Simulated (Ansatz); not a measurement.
# CH₅AlOSiTe: a spread of methods and bases

How do the results and run time of CH₅AlOSiTe respond when the settings are drawn wide?

Computed with Ansatz 0.2.0, Gaussian basis. Level: the settings change from run to run.

## Step 1: The geometry

The geometry comes from an earlier relaxation with PBE0-D4 in a triple-zeta def2 set; it is a stationary point, not always the lowest conformer. Te takes a core potential in def2 sets; no spin-orbit term is included.

SMILES `O=C[Te][SiH2][AlH2]`, 10 atoms, charge 0, spin multiplicity 1.

Atoms are counted from 1 here; the program's logs count them from 0.

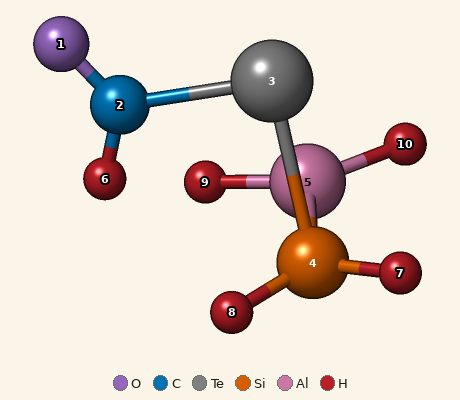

The structure; oxygen purple, carbon blue, tellurium grey, silicon orange, aluminium pink, hydrogen red; atoms are numbered from 1 in the order of the file.

## Step 2: r2SCAN/STO-3G

Set apart from the defaults: a grid of angular degree 11, high accuracy.

in.yaml reads:

```yaml
crystal:
  periodic: [false, false, false]
  atoms:
    - {symbol: O, position_ang: [1.363944, -0.257675, 2.874375]}
    - {symbol: C, position_ang: [0.713312, -0.324009, 1.890318]}
    - {symbol: Te, position_ang: [1.593775, -0.593763, -0.093654]}
    - {symbol: Si, position_ang: [-0.750409, -0.890469, -1.209224]}
    - {symbol: Al, position_ang: [-0.234009, 1.441329, -0.938188]}
    - {symbol: H, position_ang: [-0.390478, -0.252406, 1.863883]}
    - {symbol: H, position_ang: [-0.411462, -1.698699, -2.410931]}
    - {symbol: H, position_ang: [-1.479285, -1.759196, -0.242372]}
    - {symbol: H, position_ang: [-0.722675, 2.072551, 0.433025]}
    - {symbol: H, position_ang: [0.400487, 2.211138, -2.164334]}
basis:
  gaussian: {orbitals: STO-3G, final_grid: {core_spheres: 5, valence_spheres: 4, degree: 11}}
hamiltonian: {xc: {name: r2SCAN}}
accuracy: high
```

On the command line:

```sh
$ ansatz run in.yaml --threads 4 --pin off --events-out ev --progress --plain --max-ram 10444MiB
```

The program printed:

```text
Functional definition: r2SCAN
  name "r2SCAN"
  cite "Furness, Kaplan, Ning, Perdew & Sun, J. Phys. Chem. Lett. 11, 8208 (2020) doi:10.1021/acs.jpclett.0c02405"
  cite "Furness, Kaplan, Ning, Perdew & Sun, J. Phys. Chem. Lett. 11, 9248 (2020) doi:10.1021/acs.jpclett.0c03077"
  parent r2scan
  parameter k0 = 0.174
  parameter k1 = 0.065
  parameter a1 = 4.9479
  exchange = r2scan_x(k0 = k0, k1 = k1, a1 = a1)
  correlation = r2scan_c
1085 factors; integrals over basis functions are off by at most 1.5e-8 eV
mean field evaluation 1: about -195640.9203 eV, gradient 3.2e1 eV
mean field evaluation 2: about -195632.9423 eV, gradient 6.5e1 eV
mean field evaluation 4: about -195644.3435 eV, gradient 3.4e0 eV
mean field evaluation 8: about -195644.6025 eV, gradient 1.1e-1 eV
mean field evaluation 16: about -195644.6025 eV, gradient 3.1e-6 eV
mean field -195644.60249303 eV, -7189.8065289443 hartree, gradient 1.7e-8 eV, S^2 0.000000; 0 other end points of the search recorded, 0 dependent functions left out
reference -195644.60249319 eV, -7189.8065289501 hartree; 49, 49 occupied and 11, 11 virtual orbitals, 1085 factors
Total energy: -195644.60249319 eV, -7189.8065289501 hartree
```

Run time: 1.1 s. Hardware: 4 threads of Arm Neoverse V1, shared host.

## Step 3: r2SCAN0/def2-mTZVP

This run has charge +1, multiplicity 2, atoms shaken by 0.08 Å, D3(BJ) with three-body dispersion.

in.yaml reads:

```yaml
crystal:
  periodic: [false, false, false]
  atoms:
    - {symbol: O, position_ang: [1.426027, -0.395995, 2.893867]}
    - {symbol: C, position_ang: [0.693559, -0.468956, 2.034291]}
    - {symbol: Te, position_ang: [1.434757, -0.447876, -0.113386]}
    - {symbol: Si, position_ang: [-0.790951, -0.787983, -1.150604]}
    - {symbol: Al, position_ang: [-0.213497, 1.421533, -0.928418]}
    - {symbol: H, position_ang: [-0.301496, -0.301452, 1.906917]}
    - {symbol: H, position_ang: [-0.506882, -1.788581, -2.521406]}
    - {symbol: H, position_ang: [-1.501514, -1.615239, -0.142330]}
    - {symbol: H, position_ang: [-0.670949, 2.152139, 0.367015]}
    - {symbol: H, position_ang: [0.389554, 2.156711, -2.192580]}
basis:
  gaussian: {orbitals: def2-mTZVP}
total_charge: 1
magnetization: {spin_polarized: true, initial_magnetization: 1}
hamiltonian: {xc: {name: r2SCAN0}, dispersion: d3bjatm}
output: {forces: true}
```

Same command.

The program printed, shortened:

```text
Functional definition: r2SCAN0
  name "r2SCAN0"
  cite "Bursch, Neugebauer, Ehlert & Grimme, J. Chem. Phys. 156, 134105 (2022) doi:10.1063/5.0086040"
  cite "Furness, Kaplan, Ning, Perdew & Sun, J. Phys. Chem. Lett. 11, 8208 (2020) doi:10.1021/acs.jpclett.0c02405"
  cite "Furness, Kaplan, Ning, Perdew & Sun, J. Phys. Chem. Lett. 11, 9248 (2020) doi:10.1021/acs.jpclett.0c03077"
  parent r2scan
[...]
1360 factors; integrals over basis functions are off by at most 8.9e-4 eV
[...]
mean field -24922.44707115 eV, -915.8830368236 hartree, gradient 3.0e-5 eV, S^2 0.759482; 2 other end points of the search recorded, 0 dependent functions left out
[...]
reference -24922.44708590 eV, -915.8830373656 hartree; 35, 34 occupied and 103, 104 virtual orbitals, 1360 factors
Total energy: -24922.55915081 eV, -915.8871556750 hartree
Atom 0 at     1.426027    -0.395995     2.893867 Å, force     1.841055    -0.309685     2.616605 eV/Å
Atom 1 at     0.693559    -0.468956     2.034291 Å, force     0.921275     0.528810    -2.368720 eV/Å
Atom 2 at     1.434757    -0.447876    -0.113386 Å, force     1.381139    -0.820052    -0.329985 eV/Å
Atom 3 at    -0.790951    -0.787983    -1.150604 Å, force     0.043951    -5.161662    -2.207236 eV/Å
Atom 4 at    -0.213497     1.421533    -0.928418 Å, force     0.578600     3.849917    -0.248387 eV/Å
Atom 5 at    -0.301496    -0.301452     1.906917 Å, force    -3.281780     0.060598     0.499229 eV/Å
Atom 6 at    -0.506882    -1.788581    -2.521406 Å, force    -0.591662     1.916000     1.871494 eV/Å
Atom 7 at    -1.501514    -1.615239    -0.142330 Å, force    -0.319469     0.423286    -0.030584 eV/Å
Atom 8 at    -0.670949     2.152139     0.367015 Å, force    -0.329213    -0.134659     0.270576 eV/Å
Atom 9 at     0.389554     2.156711    -2.192580 Å, force    -0.243897    -0.352552    -0.072993 eV/Å
Dipole moment:    -0.792480    -0.182610    -0.280794 e Å
```

Wall time 11 s (4 threads of Arm Neoverse V1, shared host); peak memory 0.62 GiB.

Largest force 5.614 eV/Å, ⟨S²⟩ 0.759.

## Step 4: revPBE/def2-TZVPP

Set apart from the defaults: D3(BJ) dispersion, high accuracy, the search for lower states set to full.

in.yaml reads:

```yaml
crystal:
  periodic: [false, false, false]
  atoms:
    - {symbol: O, position_ang: [1.363944, -0.257675, 2.874375]}
    - {symbol: C, position_ang: [0.713312, -0.324009, 1.890318]}
    - {symbol: Te, position_ang: [1.593775, -0.593763, -0.093654]}
    - {symbol: Si, position_ang: [-0.750409, -0.890469, -1.209224]}
    - {symbol: Al, position_ang: [-0.234009, 1.441329, -0.938188]}
    - {symbol: H, position_ang: [-0.390478, -0.252406, 1.863883]}
    - {symbol: H, position_ang: [-0.411462, -1.698699, -2.410931]}
    - {symbol: H, position_ang: [-1.479285, -1.759196, -0.242372]}
    - {symbol: H, position_ang: [-0.722675, 2.072551, 0.433025]}
    - {symbol: H, position_ang: [0.400487, 2.211138, -2.164334]}
basis:
  gaussian: {orbitals: def2-TZVPP}
hamiltonian: {xc: {name: revPBE}, dispersion: d3bj}
accuracy: high
scf: {lower_state_search: full}
output: {forces: true}
```

The command is unchanged.

The program printed, shortened:

```text
Functional definition: revPBE
  name "revPBE"
  cite "Zhang & Yang, Phys. Rev. Lett. 80, 890 (1998) doi:10.1103/PhysRevLett.80.890"
  cite "Perdew, Burke & Ernzerhof, Phys. Rev. Lett. 77, 3865 (1996) doi:10.1103/PhysRevLett.77.3865"
[...]
4773 factors; integrals over basis functions are off by at most 3.7e-8 eV
[...]
mean field -24932.21893236 eV, -916.2421460992 hartree, gradient 1.1e-8 eV, S^2 0.000000; 0 other end points of the search recorded, 0 dependent functions left out
[...]
reference -24932.21893767 eV, -916.2421462943 hartree; 35, 35 occupied and 231, 231 virtual orbitals, 4773 factors
Total energy: -24932.91638636 eV, -916.2677770610 hartree
Atom 0 at     1.363944    -0.257675     2.874375 Å, force     0.843668     0.094589     1.325015 eV/Å
Atom 1 at     0.713312    -0.324009     1.890318 Å, force    -0.774618    -0.035169    -0.814461 eV/Å
Atom 2 at     1.593775    -0.593763    -0.093654 Å, force     0.392015    -0.107537    -0.359362 eV/Å
Atom 3 at    -0.750409    -0.890469    -1.209224 Å, force    -0.172463     0.087717    -0.077334 eV/Å
Atom 4 at    -0.234009     1.441329    -0.938188 Å, force    -0.046024     0.052829     0.002710 eV/Å
Atom 5 at    -0.390478    -0.252406     1.863883 Å, force    -0.230550     0.007939    -0.053867 eV/Å
Atom 6 at    -0.411462    -1.698699    -2.410931 Å, force     0.047500    -0.113298    -0.146177 eV/Å
Atom 7 at    -1.479285    -1.759196    -0.242372 Å, force    -0.080465    -0.118949     0.121415 eV/Å
Atom 8 at    -0.722675     2.072551     0.433025 Å, force    -0.044883     0.059662     0.110583 eV/Å
Atom 9 at     0.400487     2.211138    -2.164334 Å, force     0.065819     0.072217    -0.108522 eV/Å
Dipole moment:    -0.205922    -0.219437    -0.191418 e Å
```

Run time: 22 s. Hardware: 4 threads of Arm Neoverse V1, shared host; peak memory 1.9 GiB.

Largest force 1.574 eV/Å, dipole 1.71 D.

## Step 5: B2GP-PLYP/def2-SVP

This run has coordinates scaled by 1.05.

in.yaml reads:

```yaml
crystal:
  periodic: [false, false, false]
  atoms:
    - {symbol: O, position_ang: [1.432141, -0.270559, 3.018094]}
    - {symbol: C, position_ang: [0.748978, -0.340210, 1.984834]}
    - {symbol: Te, position_ang: [1.673463, -0.623451, -0.098337]}
    - {symbol: Si, position_ang: [-0.787929, -0.934992, -1.269685]}
    - {symbol: Al, position_ang: [-0.245709, 1.513395, -0.985098]}
    - {symbol: H, position_ang: [-0.410002, -0.265026, 1.957077]}
    - {symbol: H, position_ang: [-0.432035, -1.783634, -2.531477]}
    - {symbol: H, position_ang: [-1.553249, -1.847156, -0.254490]}
    - {symbol: H, position_ang: [-0.758809, 2.176179, 0.454677]}
    - {symbol: H, position_ang: [0.420511, 2.321695, -2.272551]}
basis:
  gaussian: {orbitals: def2-SVP}
hamiltonian: {xc: {name: B2GP-PLYP}}
output: {forces: true}
```

Same command.

The program printed, shortened:

```text
Functional definition: B2GP-PLYP
  name "B2GP-PLYP"
  cite "Karton, Tarnopolsky, Lamère, Schatz & Martin, J. Phys. Chem. A 112, 12868 (2008) doi:10.1021/jp801805p"
  cite "Becke, Phys. Rev. A 38, 3098 (1988) doi:10.1103/PhysRevA.38.3098"
  cite "Lee, Yang & Parr, Phys. Rev. B 37, 785 (1988) doi:10.1103/PhysRevB.37.785"
[...]
1196 factors; integrals over basis functions are off by at most 1.3e-3 eV
[...]
mean field -24895.28498268 eV, -914.8848484833 hartree, gradient 3.8e-6 eV, S^2 0.000000; 0 other end points of the search recorded, 0 dependent functions left out
16 core orbitals not correlated: weight in the atoms' cores, before any rotation towards them, 1.000 or more for the frozen orbitals, at most 0.000 for the correlated occupied ones
reference -24895.28511724 eV, -914.8848534282 hartree; 19, 19 occupied and 80, 80 virtual orbitals, 1196 factors
[...]
Atom 0 at     1.432141    -0.270559     3.018094 Å, force    -2.482551    -0.260842    -3.765090 eV/Å
Atom 1 at     0.748978    -0.340210     1.984834 Å, force     1.366766     0.226342     2.878158 eV/Å
Atom 2 at     1.673463    -0.623451    -0.098337 Å, force    -0.944853     0.228715     0.503926 eV/Å
Atom 3 at    -0.787929    -0.934992    -1.269685 Å, force     0.329290    -0.466411     0.144745 eV/Å
Atom 4 at    -0.245709     1.513395    -0.985098 Å, force     0.152425    -0.046040     0.094227 eV/Å
Atom 5 at    -0.410002    -0.265026     1.957077 Å, force     1.436308    -0.093128     0.068813 eV/Å
Atom 6 at    -0.432035    -1.783634    -2.531477 Å, force    -0.280016     0.657512     0.996513 eV/Å
Atom 7 at    -1.553249    -1.847156    -0.254490 Å, force     0.591784     0.711095    -0.797557 eV/Å
Atom 8 at    -0.758809     2.176179     0.454677 Å, force     0.299675    -0.426767    -0.948122 eV/Å
Atom 9 at     0.420511     2.321695    -2.272551 Å, force    -0.468829    -0.530475     0.824387 eV/Å
Dipole moment:    -0.356339    -0.156658    -0.280856 e Å
```

Wall time 6 s (4 threads of Arm Neoverse V1, shared host).

Largest force 4.517 eV/Å, dipole 2.31 D.

[end of part 1 of 2]
